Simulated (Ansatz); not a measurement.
Consider FeI2 (1T sheet).

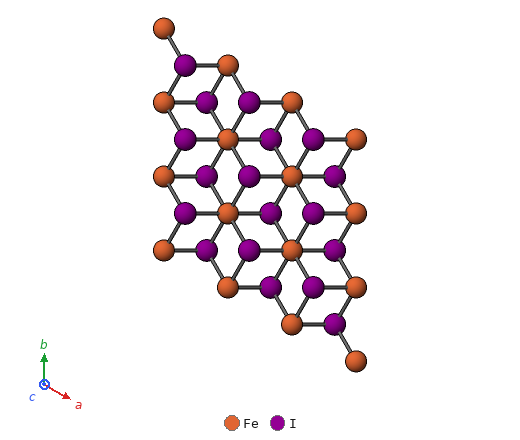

The structure (iron orange, iodine purple). 3×3×1 cells are drawn. Some periodic images of atoms are drawn too.

The cell holds 3 atoms: 1 Fe and 2 I. Its edges and angles: a = 3.790 Å, b = 3.790 Å, c = 30.583 Å, α = 90.0°, β = 90.0°, γ = 120.0°. Vacuum lies along c.

```xyz
3
Lattice="0.0000 2.6796 2.6796 2.6796 -2.6796 0.0000 17.6570 17.6570 -17.6570" Properties=species:S:1:pos:R:3
Fe    5.5978    5.5978   -5.5978
I     8.1680    5.4884   -5.4884
I     5.7072    5.7072   -3.0276
```

The structure was relaxed with PBEsol. The structure was generated from a model, not taken from a measurement. The runs that relaxed it are not among those shown. The program's search for lower electronic states was switched off, so nothing shows that the state found is the lowest. Spin-orbit coupling is left out unless a run names it. PAW set soft_2, made with PBE.

A constrained-RPA run (Ansatz 0.2.0; non-magnetic PBEsol; Fe t2g, bands v3 to v1, 6×6×1 mesh, medium accuracy) builds 3 functions on bands 0.81 eV wide, with 6.0 electrons in the window. The bare on-site interaction is 17.0 eV and the bare J 0.58 eV.

Question: What U and J survive the screening?

On the Fe t2g shell, U = 2.14 eV (13 % of the bare value), U′ = 1.36 eV, J = 0.36 eV.

The parent state is non-magnetic and the interaction static (zero frequency); U depends on the window and the orbitals, so it belongs to this model alone. A model of the t2g bands alone assumes low spin; where the ion is high-spin, as for many Cr, Mn, Fe and Co compounds, the eg bands are needed too.

[Paths, hosts, dates, memory and timing lines, banners, echoed tables and standing remarks are left out of the program output.]

[Logs are printed without paths, hosts, clocks, repeated set-up lines and the standing remarks that a program may print on its own settings, such as how far it seeks lower states.]

[Runs of the session that timed out or met a known fault of the program may be left out.]

[Hosts, paths, dates, database ids (printed as entryN), source tags and the programs' standing remarks are cut or masked in the printed files.]
